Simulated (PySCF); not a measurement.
**CAM-B3LYP/6-31G(d,p) (spherical functions) run of C3H4ClN (SMILES C=NC(=C)Cl)**

What is the vertical ionisation energy of C3H4ClN at CAM-B3LYP/6-31G** (spherical functions)? The job is set up through a Python script.

The calculation is run with PySCF 2.14.0.

### 1 Starting point

C3H4ClN has 9 atoms, charge 0, and is taken as a singlet. As SMILES, `C=NC(=C)Cl`. The shape is that of a GFN2-xTB optimisation. This is one conformer, not always the lowest.

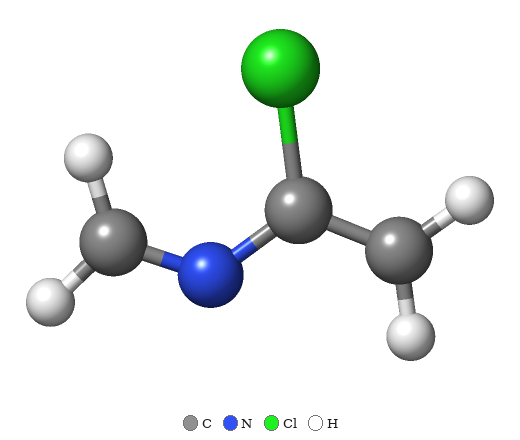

Viewed from a chosen angle; carbon grey, nitrogen blue, chlorine green, hydrogen white.

### 2 The energy at CAM-B3LYP/6-31G(d,p) (spherical functions)

Input file input.py:

```python
from pyscf import gto, dft

molecule = gto.M(
    atom=[
    ('C', (0.169470, 1.210530, 1.309280)),
    ('N', (0.213480, 0.055180, 0.806930)),
    ('C', (-0.095900, -0.241270, -0.479260)),
    ('C', (-0.020770, -1.486530, -0.939200)),
    ('Cl', (-0.615360, 1.048160, -1.579760)),
    ('H', (-0.122950, 2.110440, 0.767830)),
    ('H', (0.442640, 1.314360, 2.348450)),
    ('H', (0.292250, -2.274760, -0.278890)),
    ('H', (-0.262860, -1.736100, -1.955380)),
],
    verbose=4,
    charge=0,
    max_memory=1860,
    basis='6-31g**',
    spin=0,
)

mf = dft.RKS(molecule, xc='cam-b3lyp')
mf.grids.level = 4
mf.conv_tol = 1e-10
mf.kernel()
if not mf.converged:
    mf = mf.newton().run(mf.mo_coeff, mf.mo_occ)

e_final = mf.e_tot
print('Final energy', e_final)
```

Started as:

```bash
OMP_NUM_THREADS=1 python input.py
```

Standard output:

```text
PySCF version 2.14.0

[INPUT] num. atoms = 9
[INPUT] num. electrons = 46
[INPUT] charge = 0
[INPUT] spin (= nelec alpha-beta = 2S) = 0
[INPUT] symmetry False subgroup None
[INPUT] Mole.unit = angstrom
[INPUT] Symbol           X                Y                Z      unit          X                Y                Z       unit  Magmom
[INPUT]  1 C      0.169470000000   1.210530000000   1.309280000000 AA    0.320251886330   2.287570165570   2.474180620371 Bohr   0.0
[INPUT]  2 N      0.213480000000   0.055180000000   0.806930000000 AA    0.403418733072   0.104275087554   1.524876701695 Bohr   0.0
[INPUT]  3 C     -0.095900000000  -0.241270000000  -0.479260000000 AA   -0.181224735346  -0.455934222074  -0.905670142459 Bohr   0.0
[INPUT]  4 C     -0.020770000000  -1.486530000000  -0.939200000000 AA   -0.039249611607  -2.809134575950  -1.774830776192 Bohr   0.0
[INPUT]  5 Cl    -0.615360000000   1.048160000000  -1.579760000000 AA   -1.162861868012   1.980735334724  -2.985313742543 Bohr   0.0
[INPUT]  6 H     -0.122950000000   2.110440000000   0.767830000000 AA   -0.232341827015   3.988153602327   1.450988410225 Bohr   0.0
[INPUT]  7 H      0.442640000000   1.314360000000   2.348450000000 AA    0.836468371777   2.483780429083   4.437927317235 Bohr   0.0
[INPUT]  8 H      0.292250000000  -2.274760000000  -0.278890000000 AA    0.552272459904  -4.298673399116  -0.527025718880 Bohr   0.0
[INPUT]  9 H     -0.262860000000  -1.736100000000  -1.955380000000 AA   -0.496733409103  -3.280753524857  -3.695132669452 Bohr   0.0

nuclear repulsion = 201.745907634185
number of shells = 44
number of NR pGTOs = 187
number of NR cGTOs = 94
basis = 6-31g**
ecp = {}

******** <class 'pyscf.dft.rks.RKS'> ********
method = RKS
initial guess = minao
damping factor = 0
level_shift factor = 0
DIIS = <class 'pyscf.scf.diis.CDIIS'>
diis_start_cycle = 1
diis_space = 8
diis_damp = 0
SCF conv_tol = 1e-10
SCF conv_tol_grad = None
SCF max_cycles = 50
direct_scf = True
direct_scf_tol = 1e-13
XC library pyscf.dft.libxc version 7.0.0
    S. Lehtola, C. Steigemann, M. J.T. Oliveira, and M. A.L. Marques.,  SoftwareX 7, 1–5 (2018)
XC functionals = cam-b3lyp
    T. Yanai, D. P. Tew, and N. C. Handy.,  Chem. Phys. Lett. 393, 51 (2004)
radial grids:
    Treutler-Ahlrichs [JCP 102, 346 (1995); DOI:10.1063/1.469408] (M4) radial grids

becke partition: Becke, JCP 88, 2547 (1988); DOI:10.1063/1.454033
pruning grids: <function nwchem_prune>
grids dens level: 4
symmetrized grids: False
atomic radii adjust function: <function treutler_atomic_radii_adjust>
small_rho_cutoff = 0
Set gradient conv threshold to 1e-05
Initial guess from minao.
tot grids = 205224
init E= -632.247832465431
  HOMO = -0.273221139327771  LUMO = -0.0878611781533856  gap/eV = 5.04390
cycle= 1 E= -631.479415232769  delta_E= 0.768  |g|= 0.404  |ddm|= 3.01
  HOMO = -0.301419285529957  LUMO = -0.0153457358562603  gap/eV = 7.78446
cycle= 2 E= -631.474780260458  delta_E= 0.00463  |g|= 0.469  |ddm|= 0.803
  HOMO = -0.305905836374961  LUMO = -0.00796122990979509  gap/eV = 8.10749
cycle= 3 E= -631.523945905241  delta_E= -0.0492  |g|= 0.04  |ddm|= 0.387
  HOMO = -0.309820635615367  LUMO = -0.00812241954586357  gap/eV = 8.20963
cycle= 4 E= -631.524399535727  delta_E= -0.000454  |g|= 0.0213  |ddm|= 0.0753
  HOMO = -0.310993395526026  LUMO = -0.00789897217106983  gap/eV = 8.24762
cycle= 5 E= -631.52452435425  delta_E= -0.000125  |g|= 0.00671  |ddm|= 0.0323
  HOMO = -0.310010871668951  LUMO = -0.00709821750454065  gap/eV = 8.24267
cycle= 6 E= -631.524536544594  delta_E= -1.22e-05  |g|= 0.00244  |ddm|= 0.00879
  HOMO = -0.310164128981565  LUMO = -0.0071086866917125  gap/eV = 8.24656
cycle= 7 E= -631.524538011324  delta_E= -1.47e-06  |g|= 0.000971  |ddm|= 0.00328
  HOMO = -0.310235396812377  LUMO = -0.0071206767686296  gap/eV = 8.24817
cycle= 8 E= -631.524538276412  delta_E= -2.65e-07  |g|= 0.000269  |ddm|= 0.00134
  HOMO = -0.31021780841945  LUMO = -0.00711749687888297  gap/eV = 8.24778
cycle= 9 E= -631.524538295705  delta_E= -1.93e-08  |g|= 6.67e-05  |ddm|= 0.000388
  HOMO = -0.310216871243433  LUMO = -0.00710494093834679  gap/eV = 8.24810
cycle= 10 E= -631.524538296966  delta_E= -1.26e-09  |g|= 1.75e-05  |ddm|= 9.57e-05
  HOMO = -0.310219402979541  LUMO = -0.00710824527620924  gap/eV = 8.24807
cycle= 11 E= -631.524538297049  delta_E= -8.32e-11  |g|= 3.51e-06  |ddm|= 2.52e-05
  HOMO = -0.310219201777012  LUMO = -0.00710768407164597  gap/eV = 8.24808
Extra cycle  E= -631.524538297052  delta_E= -2.96e-12  |g|= 3.02e-06  |ddm|= 7.69e-06
converged SCF energy = -631.524538297052
Final energy -631.5245382970519
```

It took 40 s on 1 thread of Arm Neoverse V1, shared host; peak memory 0.47 GiB.

### 3 The doublet cation

Input file input.py:

```python
from pyscf import gto, dft

system = gto.Mole()
system.atom = '''
C      0.320252     2.287570     2.474181
N      0.403419     0.104275     1.524877
C     -0.181225    -0.455934    -0.905670
C     -0.039250    -2.809135    -1.774831
Cl    -1.162862     1.980735    -2.985314
H     -0.232342     3.988154     1.450988
H      0.836468     2.483780     4.437927
H      0.552272    -4.298673    -0.527026
H     -0.496733    -3.280754    -3.695133
'''
system.max_memory = 1860
system.verbose = 3
system.spin = 1
system.basis = '6-31g**'
system.unit = 'bohr'
system.charge = 1
system.build()

calc0 = dft.UKS(system, xc='cam-b3lyp')
calc0.grids.level = 4
calc0.conv_tol = 1e-10
calc0.kernel()
if not calc0.converged:
    calc0 = calc0.newton().run(calc0.mo_coeff, calc0.mo_occ)

energy = calc0.e_tot
print('E = %.10f Eh' % energy)
```

Started as:

```bash
OMP_NUM_THREADS=1 python input.py
```

Standard output:

```text
converged SCF energy = -631.179676679826  <S^2> = 0.75891061  2S+1 = 2.0088908
E = -631.1796766798 Eh
```

Wall time 81 s (1 thread of Arm Neoverse V1, shared host); peak memory 0.5 GiB.

### 4 Results

Level: CAM-B3LYP/6-31G** (spherical functions).

```
                                          quantity          value
                     singlet C3H4ClN: total energy  -631.52454 Eh
                    singlet C3H4ClN: dipole moment         0.77 D
                      singlet C3H4ClN: HOMO energy       -8.44 eV
                      singlet C3H4ClN: LUMO energy       -0.19 eV
                    singlet C3H4ClN: HOMO–LUMO gap        8.25 eV
                      doublet cation: total energy  -631.17968 Eh
doublet cation: HOMO energy (highest over α and β)      -15.10 eV
 doublet cation: LUMO energy (lowest over α and β)      -10.34 eV
                              doublet cation: ⟨S²⟩          0.759
vertical ionisation energy (to the doublet cation)       9.384 eV
```

What this shows: Removing an electron at fixed nuclei costs 9.38 eV (216 kcal/mol). −ε(HOMO) before ionisation, 8.44 eV, is 0.94 eV below this ionisation energy.
